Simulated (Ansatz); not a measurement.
# Correcting a cheap level on P-containing molecules

The vertical ionisation energy (cation less neutral) in eV of 7 P-containing molecules: x at B2PLYP/def2-TZVPP, y at CCSD(T)/def2-TZVPP. Shapes, held fixed at every level: PBE0-D4/def2-TZVP. Flexible molecules stand in one conformer, not always the lowest. Programs: Ansatz 0.2.0.

| molecule | x (eV) | y (eV) |
| --- | --- | --- |
| P4S3 (tetraphosphorus trisulfide) | 8.96 | 9.04 |
| PH2(PH2) (diphosphine) | 9.04 | 9.14 |
| P4 (SMILES P12P3P1P23) | 9.55 | ? |
| PH3(InH3) | 9.75 | 9.88 |
| PH3(GaH3) | 10.20 | 10.35 |
| PH3 (phosphine) | 10.50 | 10.54 |
| PF3 (phosphorus trifluoride) | 11.99 | 12.07 |

Task: Fit y = c + s·x to the known rows and predict y for P4.

Result: 
1. Means of the 6 rows: x = 10.0733, y = 10.170.
2. Σ(Δx)² = 6.2835, Σ(Δx·Δy) = 6.2385, so the slope is 6.2385/6.2835 = 0.99284.
3. Intercept: 10.170 − (0.99284) × 10.0733 = 0.169. The largest residual of the fit is 0.054.
4. P4: 0.169 + 0.99284 × 9.55 = 9.65 eV.

CCSD(T)/def2-TZVPP gives 9.60 eV, so the prediction is off by +0.05 eV, within the largest residual. Uncorrected, B2PLYP/def2-TZVPP misses it by -0.05 eV, and the other rows by 0.10 on average. The line doesn't help this one. Left out in turn, the other rows are missed by 0.04 eV on average, so much of the error is systematic among these molecules. Cations run unrestricted. T1 is large for P4S3 (0.022), so single-reference values are less sure there. For atoms past krypton def2 sets carry core potentials with scalar relativity. Relativity is left out for Ga. Outer-core shells of Ga, In are correlated, in sets that cover them unevenly.

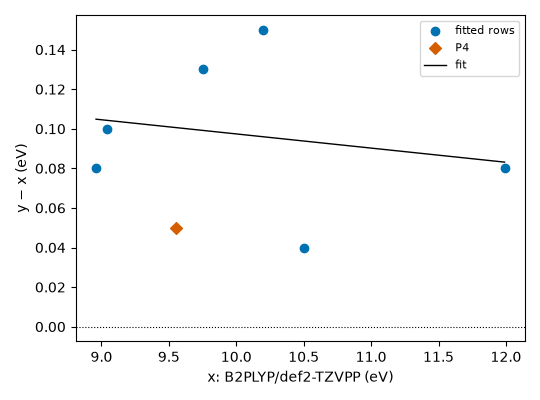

The correction y − x against x, with the fitted line and the withheld molecule.
